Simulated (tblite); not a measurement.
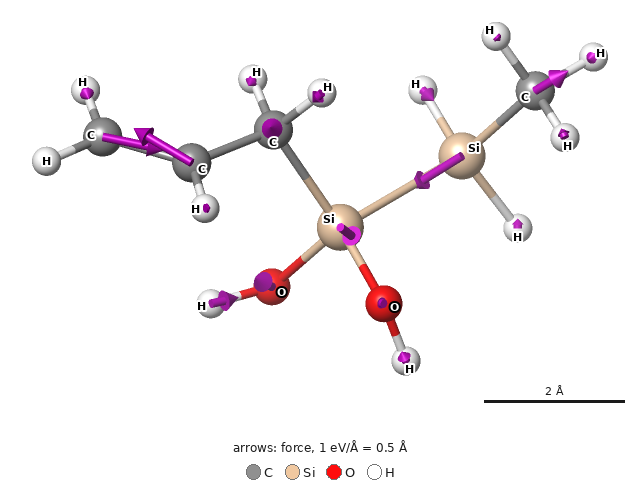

Starting geometry of C4H12O2Si2 with the computed forces as purple arrows. Style: ball-and-stick. Shown at a tilt.

Computed with GFN2-xTB geometry optimisation, gas phase (tblite 0.8.0). 

> Is this structure relaxed? If not, where do the atoms go?

It isn't relaxed: the largest force vector, on a C atom, is 2.07 eV/Å. The final displacements have little in common with the starting forces (cosine between the two patterns 0.11). The atom that moves furthest after the best rigid fit is an H atom (0.63 Å). Largest moves by element: H 0.63 Å, O 0.48 Å, C 0.40 Å, Si 0.22 Å. Some distances before and after: Si–Si 2.358 → 2.297 Å, C–Si 1.848 → 1.902 Å, O–Si 1.672 → 1.636 Å, C–C 1.357 → 1.323 Å. Bond angles that change, for instance: C–Si–Si 106.5° → 118.4°, C–Si–O 113.1° → 101.4°, O–Si–Si 109.8° → 102.3°. Groups turn about C–C by about 20°. After 113 geometry steps the energy has fallen by 30.0 kJ/mol. Cost: 1.8 s on 1 thread of Arm Neoverse N1, on a shared host.
